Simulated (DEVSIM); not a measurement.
System: Ni/SiO2/n-Si capacitor, at 300 K.

```tsv
layer (left to right)	material	thickness (nm)	Nd (cm⁻³)
1	SiO2	2.30	-
2	Si	2900	3.8e16
```

Metal gate on the left, work function 5.1 eV. Fixed charge at the semiconductor interface -8.8e10 cm⁻² (in units of +e); no interface traps.

This is a model device: material constants are rounded textbook-type values typed into the input, and sizes, dopings and lifetimes were drawn at random. Values at 300 K.

```csv
parameter,SiO2,Si
gap (eV),9,1.124
affinity (eV),0.9,4.05
permittivity,3.9,11.7
Nc (cm⁻³),-,2.86e19
Nv (cm⁻³),-,3.1e19
```

Model (solved in DEVSIM): 1D Poisson equation in equilibrium, Boltzmann statistics, complete ionisation; no quantum confinement or tunnelling. Metal contacts follow the ideal Schottky-Mott rule: no Fermi-level pinning, no interface dipoles.

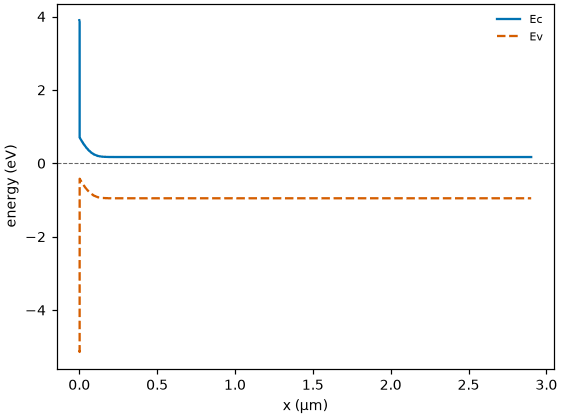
*Band edges at 0.3 V on the gate*

Energies count from the Fermi level of the right contact; mesh points crowd at the junctions.

```
x (μm)     Ec (eV)  Ev (eV)  n (cm⁻³)  p (cm⁻³)  field (V/cm)
---------  -------  -------  --------  --------  ------------
0.000        3.900   -5.100     < 1e2     < 1e2       -190000
0.0008275    3.884   -5.116     < 1e2     < 1e2       -190000
0.001614     3.869   -5.131     < 1e2     < 1e2       -190000
0.002424     0.705   -0.419     4.1e7    2.9e12        -77000
0.004457     0.690   -0.434     7.5e7    1.6e12        -76000
0.007897     0.664   -0.460     2.0e8    5.7e11        -74000
0.01490      0.613   -0.511     1.4e9    8.2e10        -70000
0.03667      0.475   -0.649    3.0e11     3.9e8        -57000
0.07351      0.304   -0.820    2.2e14    520000        -36000
0.1485       0.179   -0.945    2.8e16      4200         -3700
0.3014       0.171   -0.953    3.8e16      3100           ≈ 0
0.7505       0.171   -0.953    3.8e16      3100           ≈ 0
1.501        0.171   -0.953    3.8e16      3100           ≈ 0
2.215        0.171   -0.953    3.8e16      3100           ≈ 0
2.637        0.171   -0.953    3.8e16      3100           ≈ 0
2.772        0.171   -0.953    3.8e16      3100           ≈ 0
2.839        0.171   -0.953    3.8e16      3100           ≈ 0
2.872        0.171   -0.953    3.8e16      3100           ≈ 0
2.891        0.171   -0.953    3.8e16      3100           ≈ 0
2.897        0.171   -0.953    3.8e16      3100           ≈ 0
2.901        0.171   -0.953    3.8e16      3100           ≈ 0
2.902        0.171   -0.953    3.8e16      3100           ≈ 0
```
